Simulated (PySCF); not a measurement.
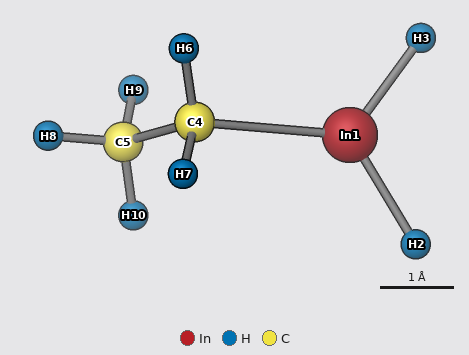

The input geometry (ball-and-stick view, seen at a tilt; atoms are numbered from 1 in the order of the input). Sticks mark near contacts. Bond lengths as drawn: C–C 1.53 Å, C–H 1.09 Å, C–In 2.24 Å and H–In 1.75 Å.

**Single-point calculation of C2H7In**

C2H7In, multiplicity 3, computed with CASSCF/def2-SVP, ROHF, core potentials def2-svp (PySCF 2.14.0).

The geometry is that of the parent species in another charge or spin state. The geometry comes from this level: GFN2-xTB.

Input file (run.py)
```python
import numpy
from pyscf import gto, scf, mp, mcscf

system = gto.Mole()
system.atom = [
    ('In', (0.812150, 1.501060, 0.578580)),
    ('H', (2.557080, 1.639060, 0.599560)),
    ('H', (0.065540, 3.083810, 0.525900)),
    ('C', (-0.310130, -0.442160, 0.566570)),
    ('C', (-0.485960, -0.981860, -0.851380)),
    ('H', (-1.286090, -0.275540, 1.032160)),
    ('H', (0.241770, -1.162440, 1.177770)),
    ('H', (-1.028310, -1.929560, -0.835430)),
    ('H', (-1.048860, -0.278880, -1.468780)),
    ('H', (0.482820, -1.153480, -1.324970)),
]
system.charge = 0
system.max_memory = 1860
system.ecp = {'In': 'def2-svp'}
system.basis = 'def2-svp'
system.verbose = 3
system.spin = 2
system.build()

hf = scf.ROHF(system)
hf.conv_tol = 1e-10
hf.kernel()
if not hf.converged:
    hf = hf.newton().run(hf.mo_coeff, hf.mo_occ)

pt = mp.MP2(scf.addons.convert_to_uhf(hf)).run()
noons, natorbs = mcscf.addons.make_natural_orbitals(pt)
print('natural occupations', numpy.round(noons[:40], 4))
cas = mcscf.CASSCF(hf, 10, 10)
cas.fix_spin_(ss=2.0)
cas.natorb = True
cas.kernel(natorbs)
etot = cas.e_tot
print('E = %.10f Eh' % etot)
```

Machine: 1 thread of Arm Neoverse V2, 24 GiB of memory available, shared host.

Launch command:
```bash
OMP_NUM_THREADS=1 python run.py
```

Output
```
converged SCF energy = -268.76755861075
E(UMP2) = -269.161417809812  E_corr = -0.393859199061781
E(SCS-UMP2) = -269.164884182453  E_corr = -0.397325571702587
natural occupations [1.9998 1.9998 1.9997 1.9995 1.9994 1.9993 1.9967 1.9965 1.9964 1.9963
 1.9962 1.9832 1.9771 1.9707 1.9705 1.968  1.9679 1.9665 1.9602 0.9946
 0.9913 0.025  0.0217 0.0168 0.0165 0.0161 0.0141 0.0136 0.0126 0.0102
 0.0099 0.0089 0.0084 0.0074 0.0066 0.0065 0.006  0.006  0.0058 0.0049]
CASSCF energy = -268.842590453297
CASCI E = -268.842590453297  E(CI) = -18.5149766448832  S^2 = 2.0000000
E = -268.8425904533 Eh
```

Results in brief

| quantity | value |
| --- | --- |
| outcome | converged |
| total energy | −268.842590 hartree |
| SCF energy | −268.767559 hartree |
| CASSCF energy | −268.842590 hartree |
| correlation energy | −0.075032 hartree |
| basis functions | 89 |
| ⟨S²⟩ | 2.000 |
| wall time | 54 s |
| peak memory | 0.32 GiB |
